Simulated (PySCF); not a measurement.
SMILES C[OH+]C (C₂H₇O (cation, charge +1)), PBE0/def2-SVP optimised geometry. Atoms within 1.6 Å of the plane z = 0.0 Å (x, y, z in Å): C1 (1.44, 0.51, 0.00), O2 (-0.03, 0.51, 0.00), C3 (-0.73, -0.40, -0.91), H4 (1.80, 0.82, -0.99), H5 (1.74, -0.51, 0.25), H6 (1.74, 1.21, 0.79), H7 (-0.41, 1.41, 0.00), H8 (-1.80, -0.28, -0.70), H9 (-0.40, -1.41, -0.65).

Computed with PBE0/def2-TZVP run with PySCF. Cells within 0.4 Å of a nucleus heavier than hydrogen are left out (blank, or x).

Map of the Laplacian of the electron density (e/bohr⁵), clipped to [-1.50, 1.50] on the plane z = 0.0 Å:

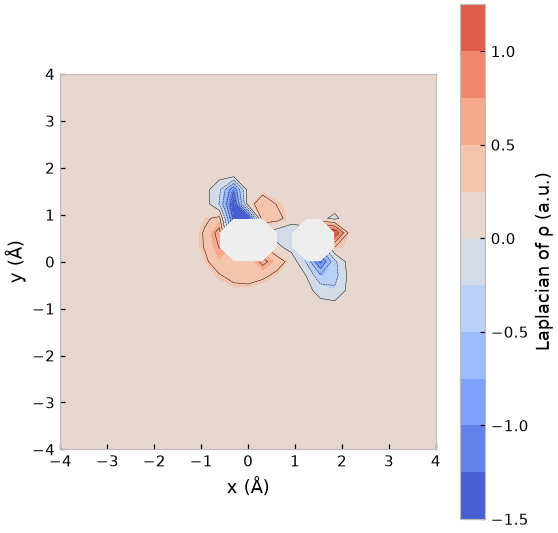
Fig. 1. Laplacian of the electron density (e/bohr⁵), clipped to [-1.50, 1.50] on the plane z = 0.0 Å.
